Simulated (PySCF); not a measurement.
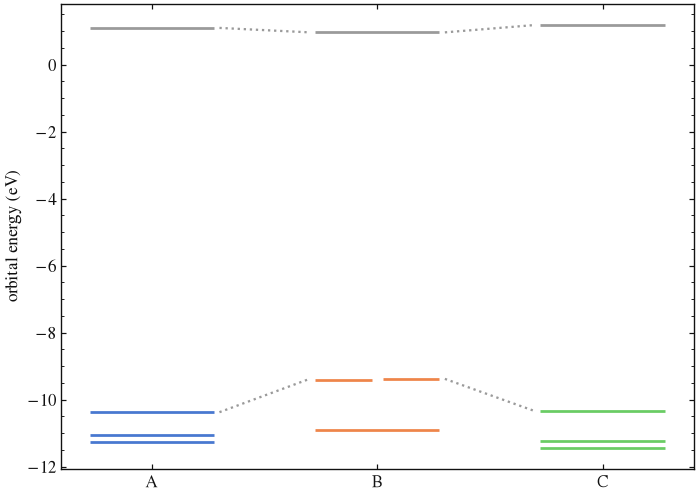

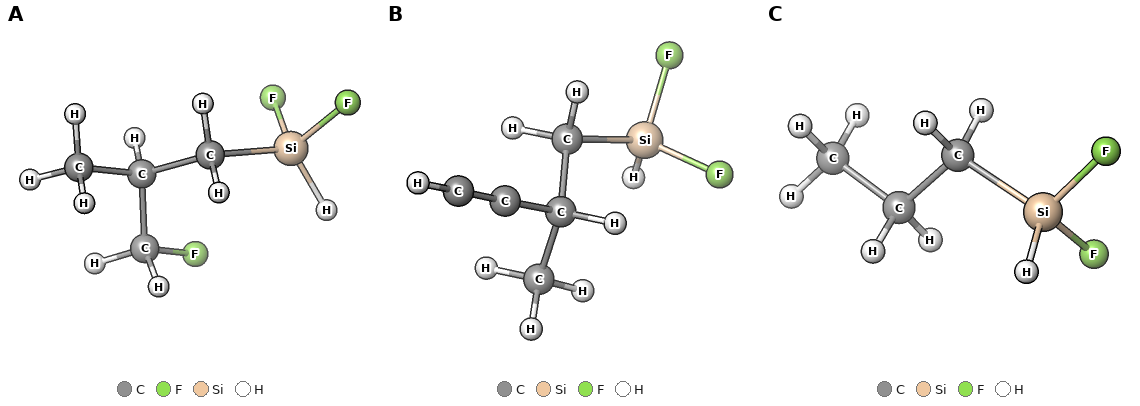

Related molecules: A is C₄H₉F₃Si, SMILES C[C@H](CF)C[SiH](F)F; B is C₅H₈F₂Si, SMILES C#C[C@@H](C)C[SiH](F)F; C is C₃H₈F₂Si, SMILES CCC[SiH](F)F. Frontier orbital energies, CAM-B3LYP/def2-SVPD with PySCF 2.14.0, at a GFN2-xTB geometry (no frequency check); drawn are at most three filled levels and, in grey, the LUMO with any level within 0.03 eV of it; dotted lines join the HOMOs and the LUMOs.

Question: What does the change do to the frontier levels?

Answer: From A to B the HOMO rises by 0.99 eV and the LUMO falls by 0.13 eV, so the separation goes from 11.48 to 10.35 eV. From A to C the HOMO hardly moves and the LUMO rises by 0.09 eV, so the separation goes from 11.48 to 11.53 eV.

Caveats, for all or some of the runs: empty levels above zero depend strongly on the basis; one conformer of a flexible molecule; the tight-binding geometry is rougher than a DFT one and adds to the error.
